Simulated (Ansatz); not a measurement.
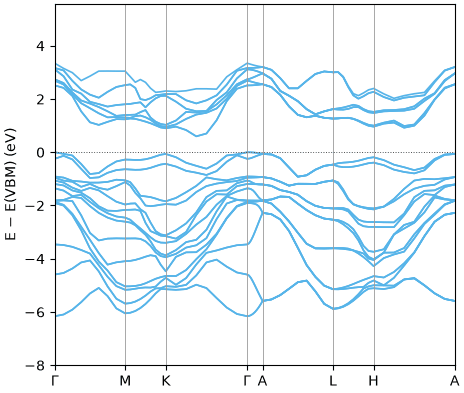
Figure. Band structure from the program Ansatz at the PBE+D3(BJ) with spin–orbit coupling level (PAW)

Task: Read off the gap and where the band edges lie.

Result: About 0.6 eV (0.58 eV by a search for the band edges); maximum at Γ, minimum on the K–Γ line, 41 % of the way from K.

The material is Te2Mo in space group P6_3/mmc (No. 194; Te on 4f, Mo on 2c).

Symmetry was held in the PBE+D3(BJ) relaxation. No spin polarisation was allowed.

Potentials: the earlier of the program's two PAW sets.
